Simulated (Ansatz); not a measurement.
# GaHOS: what the fields show

Input

```
basis:
  gaussian:
    orbitals: def2-TZVPD
crystal:
  periodic: [false, false, false]
  atoms:
    - {symbol: Ga, position_ang: [-3.398309, 1.446658, 0.011575]}
    - {symbol: O, position_ang: [-2.128302, 0.451657, -0.307461]}
    - {symbol: S, position_ang: [-5.059595, 2.753785, 0.455616]}
    - {symbol: H, position_ang: [-5.448334, 2.767776, -0.833335]}
total_charge: 0
hamiltonian:
  xc: pbe0
output:
  forces: true
  orbitals: {seedname: orbitals}
```

Launched as:

```sh
ansatz run input.yaml --threads 2 --pin off --max-ram 4350MiB --events-out events.jsonl --progress --plain --runs-dir runs
```

Geometry: PBE0-D4/def2-TZVP.

All numbers below come from Ansatz, isolated molecule in a Gaussian basis; Kohn-Sham density functional theory, functional PBE0.

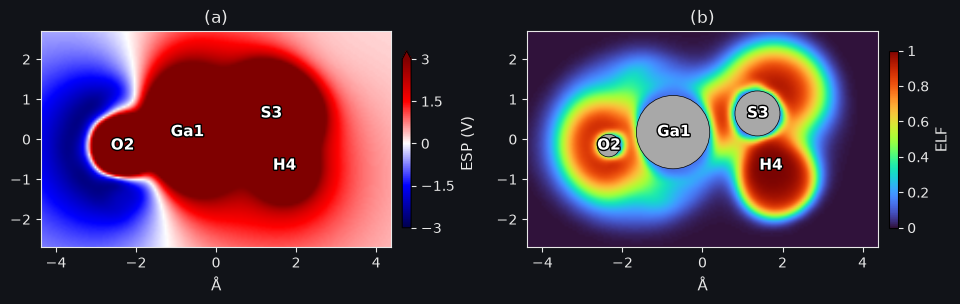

Figure 1. (a) electrostatic potential; (b) ELF on the molecular plane. Grey discs cover the atomic cores in the ELF map.

> What does the map show?

The section cuts through Ga, O, S and H sites. Ga–O (1.64 Å): the ELF peaks at about 0.75 in the valence shell of O, 0.5 Å from its nucleus, and is about 0.25 at the midpoint. Ga–S (2.16 Å): the ELF peaks at about 0.85 in the valence shell of S, 0.9 Å from its nucleus, and is about 0.70 at the midpoint. S–H (1.35 Å): the ELF climbs to about 1 towards the hydrogen, as it does in any bond to H. The ELF also peaks beside O2 and S3, away from the bonds: lone-pair regions. Outside the dense part of the molecule the potential is most negative (−2.5 V) near O2.

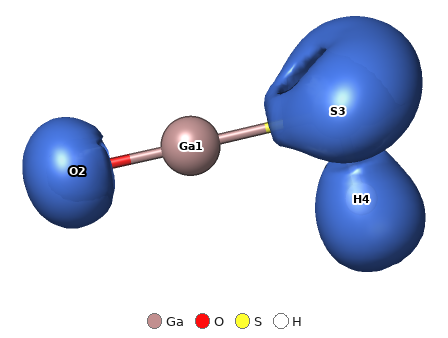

Figure 2. Isosurface of the ELF at 0.8 (blue), seen at a tilt. Only the valence region is drawn (cores and ρ < 0.01 e/Å³ removed).

> Identify the bonds, lone pairs and shells in this picture.

At this value the surface marks out one region around a hydrogen nucleus, one region wrapped around O (its valence shell) and one region wrapped around S (its valence shell).

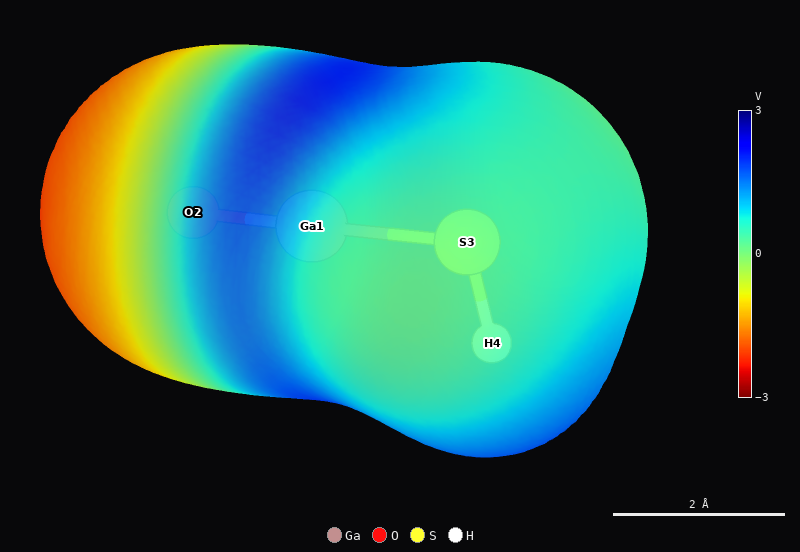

Figure 3. The electrostatic potential painted on the density surface at 0.001 e/bohr³, seen at a tilt; red is negative and blue positive.

> Describe the electrostatic potential map.

The most negative region (about −2.0 V, or −46 kcal/mol for a unit charge) lies over O2, the most positive (about +2.1 V, or +48 kcal/mol for a unit charge) over Ga1. O2 is the likeliest acceptor of a hydrogen bond.

> How polar is the molecule by this calculation?

Its dipole moment is 4.58 D.
